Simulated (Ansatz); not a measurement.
# Fields on a plane of La2O3 (A-La2O3 type, space group P-3m1)

```yaml
crystal:
  lattice:
    - [3.94027, 0.00000, 0.00000]
    - [-1.97014, 3.41238, 0.00000]
    - [0.00000, 0.00000, 6.18799]
  atoms:
    - { symbol: La, position: [0.33333, 0.66667, 0.24739] }
    - { symbol: La, position: [0.66667, 0.33333, 0.75261] }
    - { symbol: O, position: [0.00000, 0.00000, 0.00000] }
    - { symbol: O, position: [0.33333, 0.66667, 0.64528] }
    - { symbol: O, position: [0.66667, 0.33333, 0.35472] }
```

The slice is a (1 -1 0 0) plane (indices of the conventional cell) through the point (0.333, 0.667, 0.247) (fractional), spanned by u = [110] and v = [001] in vectors of this cell: u (3.94 Å) and v (6.19 Å, at 90° to u). It covers one period; positions are fractions (u, v).

Atoms on it: La at (0.00, 0.00); O at (0.00, 0.40).

Method: PBE (plane waves to 420 eV, PAW, scalar-relativistic; Ansatz, a first-principles code). k mesh 10×10×6. Inside the PAW spheres the values are not all-electron values, and peaks at nuclei hang on which shells count as valence. La2O3 is run without spin polarisation. La2O3 was relaxed with its symmetry unable to fall.

| v \ u | 0.00 | 0.15 | 0.30 | 0.45 | 0.60 | 0.75 | 0.90 |
|---|---|---|---|---|---|---|---|
| 0.88 | 0.2 | -0.1 | -0.8 | -1.0 | -1.0 | -0.5 | 0.1 |
| 0.75 | -1.1 | -1.2 | -1.0 | -0.7 | -0.8 | -1.1 | -1.1 |
| 0.62 | -1.1 | -1.2 | -1.0 | -0.6 | -0.7 | -1.1 | -1.2 |
| 0.50 | 0.2 | -0.2 | -0.7 | -0.4 | -0.5 | -0.6 | 0.0 |
| 0.38 | 0.9 | 0.3 | -0.7 | -0.9 | -0.9 | -0.4 | 0.6 |
| 0.25 | -0.3 | -0.6 | -1.1 | -1.2 | -1.2 | -1.0 | -0.4 |
| 0.12 | 0.2 | -0.1 | -0.7 | -0.7 | -0.8 | -0.5 | 0.1 |
| 0.00 | 0.1 | 0.2 | -0.4 | -0.9 | -0.9 | -0.1 | 0.2 |

Values: log₁₀ of the valence density in e/Å³. The scale is logarithmic, as a density can span decades between atoms and voids.

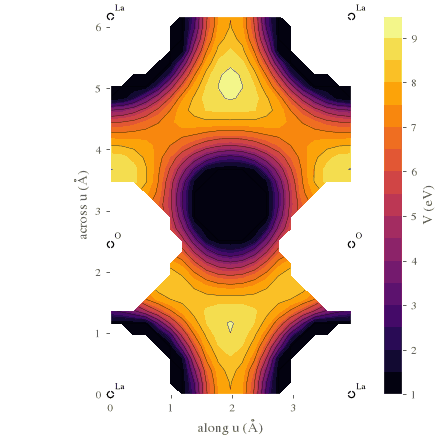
Figure. Electrostatic potential energy of an electron, from the cell's mean, in eV, one period of the plane, atoms marked. Points within 1 Å of a nucleus are left white, as the pseudised field means little there. Values under 1 eV are set to 1. The zero, the cell's mean, hangs on the PAW cores.

| Property | Value |
|---|---|
| Density on the La–O line (2.46 Å) at its density minimum, 1.4 Å from La | 0.37 e/Å³ |
| ELF at that point | 0.19 |
